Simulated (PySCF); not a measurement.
# CH$_{9}$ClSi$_{4}$: what the fields show

```xyz
15

C    -1.6645   -1.6839   -0.6185
Si   -0.6665   -0.6768    0.6551
Si   -0.7302    1.6710    0.3316
Si    1.6001    1.7056   -0.0384
Si    1.6758   -0.6385    0.2560
Cl    2.1955   -1.6404   -1.4690
H    -1.3477   -1.4379   -1.6282
H    -2.7307   -1.4852   -0.5514
H    -1.5204   -2.7525   -0.4842
H    -1.0915   -1.1892    1.9727
H    -1.2091    2.4693    1.4686
H    -1.5732    2.1586   -0.7699
H     2.3811    2.4687    0.9453
H     2.0628    2.2531   -1.3194
H     2.6140   -1.2138    1.2278
```

Geometry: GFN2-xTB.

Level of theory: PBE0/pcSseg-1, SCF density, gas phase, non-relativistic in PySCF.

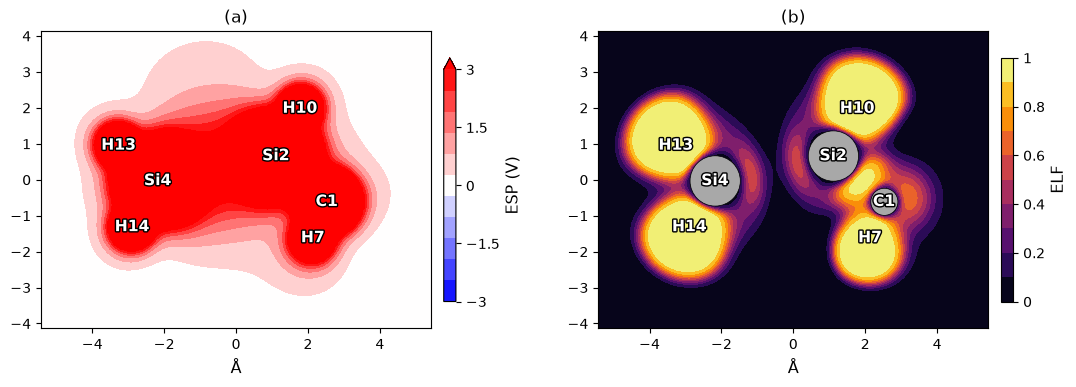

Figure 1. (a) electrostatic potential; (b) electron localisation function on the plane of atoms H13, Si4 and H14. Grey discs cover the atomic cores in the ELF map.

### Interpret the plot.

- The section cuts through C, Si and H sites.
- C–Si (1.91 Å): the ELF peaks at about 0.95 between the atoms; localised, covalent bonding.
- C–H (1.09 Å): the ELF climbs to about 1 towards the hydrogen, as it does in any bond to H: an ordinary covalent bond to hydrogen.
- Si–H (1.47 Å): the ELF climbs to about 1 towards the hydrogen.
- The potential has no marked negative region in this plane.

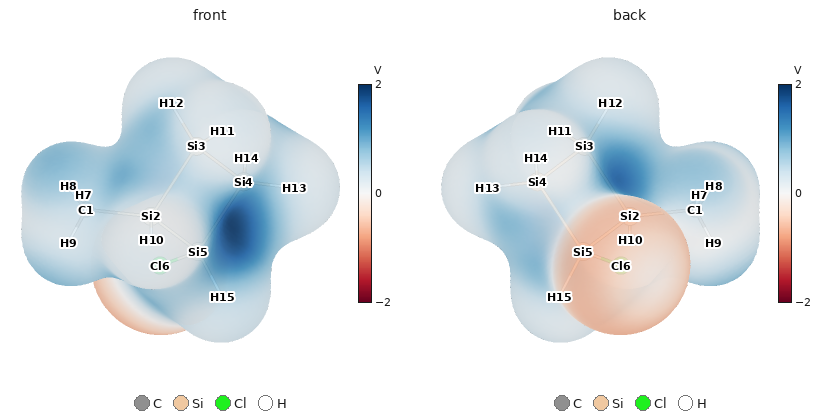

Figure 2. The molecular electrostatic potential painted on the density surface at 0.002 e/bohr³, seen from the front and from behind; red is negative and blue positive.

### Which sites attract a positive test charge, and which a negative one?

A positive charge is drawn to the negative regions and a negative charge to the positive ones. The most negative region (about −0.6 V) lies over Cl6, the most positive (about +1.9 V) over Si2, Si3, Si4 and Si5.
